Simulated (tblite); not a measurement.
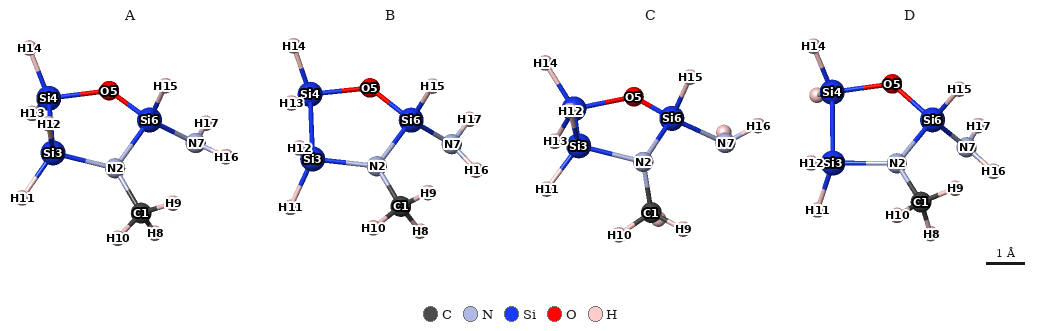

4 geometries from one relaxation of CH₁₀N₂OSi₃, in shuffled order. Style: ball-and-stick. Shown at a tilt.

These are results of GFN2-xTB geometry optimisation, gas phase (tblite), not measurements. 

> Order the frames from highest to lowest energy.

C, A, B, D. They are steps 0, 38, 64, 165, at +1.145 eV, +0.204 eV, +0.040 eV relative to the last. The energy falls by 1.145 eV in 165 geometry steps. The largest moves after the best rigid fit, 1.55 Å, are those of H12 and H16. By element the largest moves are H 1.55 Å, C 0.82 Å, Si 0.82 Å, N 0.75 Å, O 0.48 Å. Some distances before and after: Si6–N7 1.796 → 1.722 Å, Si3–Si4 2.236 → 2.300 Å, N7–H16 1.065 → 1.006 Å, N2–Si3 1.798 → 1.743 Å. Bond angles that change, for instance: Si3–N2–Si6 107.1° → 119.1°, N7–Si6–H15 105.8° → 117.5°, Si4–O5–Si6 112.9° → 124.3°. Groups turn about Si3–Si4 by about 25°.
